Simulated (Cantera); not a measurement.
A closed system holds: 1 mol Si₂Cl₆, 0.048 mol Cl₂, 230 mol N₂, 0.0085 mol H₂, equilibrated at 1.20 mbar.

These are equilibrium values from Cantera (NASA tables, ideal gas, pure condensed phases), not measurements of a reactor. Candidate condensed phases: NH₄Cl, Si, Si₃N₄; 28 gas species. The feed counts by its element totals alone. The tables' values for SiCl₃ are old estimates; treat these amounts as uncertain. The numbers say what is thermodynamically allowed, not how fast it happens.

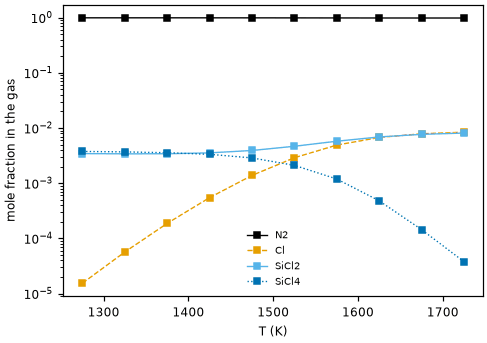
Figure: Equilibrium gas composition (values under 1e-9 drawn at 1e-9)

From 1275 K to 1725 K nothing is condensed. The main Si-bearing gas is SiCl₄ at 1275 K and SiCl₂ at 1725 K.
